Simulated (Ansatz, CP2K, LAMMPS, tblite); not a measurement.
**Other levels on amorphous poly(vinyl fluoride) (as short chains C22F10H36) at 300 K (136 atoms)**

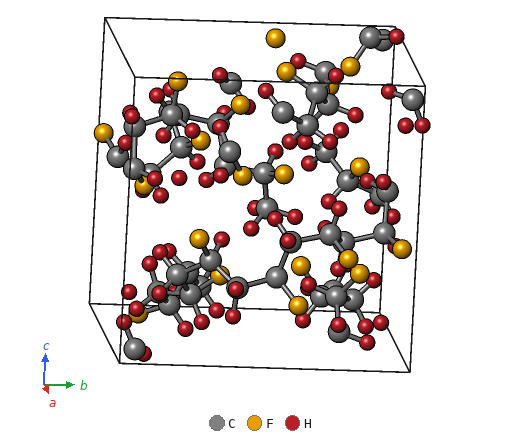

The cell (carbon grey, fluorine orange, hydrogen red). Bonds to atoms that aren't drawn are left out. Some periodic images of atoms are drawn too.

Density of this cell: 1.30 g/cm³. The cell holds 136 atoms: 44 C, 20 F and 72 H. Cell: a = 10.781 Å, b = 10.781 Å, c = 10.781 Å, α = 90.0°, β = 90.0°, γ = 90.0°. 2 poly(vinyl fluoride) chains of 10 units with methyl end groups placed at random, at 1.3 g/cm³; overlaps pushed apart, then 20 ps at 800 K with MMFF94 bonds, angles, torsions, charges and radii (Halgren, J. Comput. Chem. 17, 490 (1996)) in harmonic and 12-6 forms. Snapshot after 30 ps at 300 K and fixed volume.

Geometry: as built.

The reference, a calculation:

- method: Kohn-Sham DFT, PBE, PAW, plane waves (Ansatz 0.2.0); cutoff 420 eV, Γ point, fermi-dirac smearing of 0.05 eV; PAW set soft_2
- r.m.s. force component: 0.9904 eV/Å
- longest force: 4.455 eV/Å
- pressure: 5.799 GPa
- gap (highest filled to lowest empty level): 6.168 eV
- SCF cycles: 9
- time: 14 s on 4 threads of Arm Neoverse V2, shared host
- CPU time: 51 s

Q: Estimate the differences from the reference, the CPU time and the memory of each run.
- CP2K PBE+rVV10L, DZVP-MOLOPT-SR, 600/50 Ry, diagonalisation (CP2K 2026.2; 2 threads)
- CP2K PBE, DZVP-MOLOPT-SR, 210/50 Ry, diagonalisation (CP2K 2026.2; 2 threads)
- CP2K PBE, DZVP-MOLOPT-SR, 600/50 Ry, diagonalisation (CP2K 2026.2; 4 MPI ranks)
- CP2K PBE, SZV-MOLOPT-SR, 600/50 Ry, diagonalisation (CP2K 2026.2; 2 threads)
- CP2K PBE, DZVP-MOLOPT-SR, 420/50 Ry, diagonalisation (CP2K 2026.2; 2 threads)
- CP2K PBE, SZV-MOLOPT-SR, 600/50 Ry, TC2 filter 1e-07, SCF 1e-07 (CP2K 2026.2; 2 threads)
- tblite GFN1-xTB (tblite 0.8.0; 1 thread)
- CP2K PBE, DZVP-MOLOPT-SR, 600/50 Ry, OT DIIS (CP2K 2026.2; 4 MPI ranks)
- CP2K GFN1-xTB, diagonalisation (CP2K 2026.2; 1 thread)

Differences are against the plane-wave reference, forces as r.m.s. over components; share is that over the reference's r.m.s. force, slope the least-squares factor from reference forces to these. Total energies of different programs have different zeros and aren't compared.

```csv
run,"Δ force, r.m.s. (meV/Å)",share (%),slope,Δ pressure (GPa),Δ gap (eV),cores,CPU time,memory (GiB)
reference,-,-,-,-,-,4,51 s,1.5
"CP2K PBE+rVV10L, DZVP-MOLOPT-SR, 600/50 Ry, diagonalisation",153,15.5,1.081,0.209,1.07,2,10 min,5.8
"CP2K PBE, DZVP-MOLOPT-SR, 210/50 Ry, diagonalisation (coarse)",677,68.3,1.132,0.813,1.15,2,4.5 min,0.94
"CP2K PBE, DZVP-MOLOPT-SR, 600/50 Ry, diagonalisation",150,15.1,1.075,0.652,1.16,4,5.9 min,4.0
"CP2K PBE, SZV-MOLOPT-SR, 600/50 Ry, diagonalisation (coarse)",1578,159,1.856,7.88,2.87,2,3.2 min,2.9
"CP2K PBE, DZVP-MOLOPT-SR, 420/50 Ry, diagonalisation (coarse)",165,16.7,1.072,0.715,1.15,2,4.8 min,1.9
"CP2K PBE, SZV-MOLOPT-SR, 600/50 Ry, TC2 filter 1e-07, SCF 1e-07 (coarse)",1579,159,1.857,7.88,-,2,92 s,1.6
tblite GFN1-xTB,398,40.1,0.770,-3.64,-,1,2.5 s,0.17
"CP2K PBE, DZVP-MOLOPT-SR, 600/50 Ry, OT DIIS",150,15.1,1.075,0.652,1.15,4,10 min,2.7
"CP2K GFN1-xTB, diagonalisation",396,40.0,0.771,-3.66,-,1,6.2 s,0.25
```

Rows marked coarse were listed beforehand as settings not expected to be converged; some can still land near the reference.

CPU time is summed over cores on a shared host, where runs went side by side, so it is rough. Symmetry, cutoffs, thresholds, outputs and thread counts weren't matched or tuned between programs; memory under MPI is the largest rank's times the ranks.

The PBE runs in local orbitals, coarse settings apart, differ by 15 % in each run; basis, grid and potentials can all enter. Tight binding differs by 40 % in each run; it is another model, with fitted parameters of its own, and the xTB methods hold dispersion. Rows with another functional or a dispersion term differ by 15 % (CP2K PBE+rVV10L, DZVP-MOLOPT-SR, 600/50 Ry, diagonalisation), which mixes the change of model with differences of basis and potentials. Runs with settings chosen to be coarse differ by 17 % (CP2K PBE, DZVP-MOLOPT-SR, 420/50 Ry, diagonalisation) to 159 % (CP2K PBE, SZV-MOLOPT-SR, 600/50 Ry, TC2 filter 1e-07, SCF 1e-07), their programs' other errors included. Periodic xTB results under one method name differ between programs and library versions. The network of contacts between molecules at the start is that of the classical potential that made the cell, and needn't be the one that DFT or experiment would give. The electronic-structure runs sample only Γ, in a cell whose shortest periodic width is 11 Å.

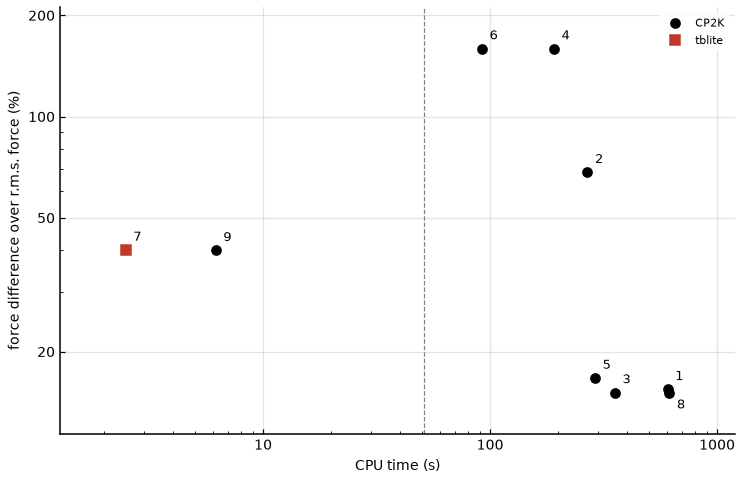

Force difference against CPU time; the dashed line marks the reference's time. Points: 1 CP2K PBE+rVV10L, DZVP-MOLOPT-SR, 600/50 Ry, diagonalisation; 2 CP2K PBE, DZVP-MOLOPT-SR, 210/50 Ry, diagonalisation; 3 CP2K PBE, DZVP-MOLOPT-SR, 600/50 Ry, diagonalisation; 4 CP2K PBE, SZV-MOLOPT-SR, 600/50 Ry, diagonalisation; 5 CP2K PBE, DZVP-MOLOPT-SR, 420/50 Ry, diagonalisation; 6 CP2K PBE, SZV-MOLOPT-SR, 600/50 Ry, TC2 filter 1e-07, SCF 1e-07; 7 tblite GFN1-xTB; 8 CP2K PBE, DZVP-MOLOPT-SR, 600/50 Ry, OT DIIS; 9 CP2K GFN1-xTB, diagonalisation.

[Logs are printed without paths, hosts, clocks, repeated set-up lines and the standing remarks that a program may print on its own settings, such as how far it seeks lower states.]

[Hosts, paths, dates, database ids (printed as entryN), source tags and the programs' standing remarks are cut or masked in the printed files.]

[The MMFF94 radii named for the starting cell were scaled by 0.96; in molecules described by MMFF94, hydrogen bound to N, O or S took a small fixed 12-6 site in their place.]
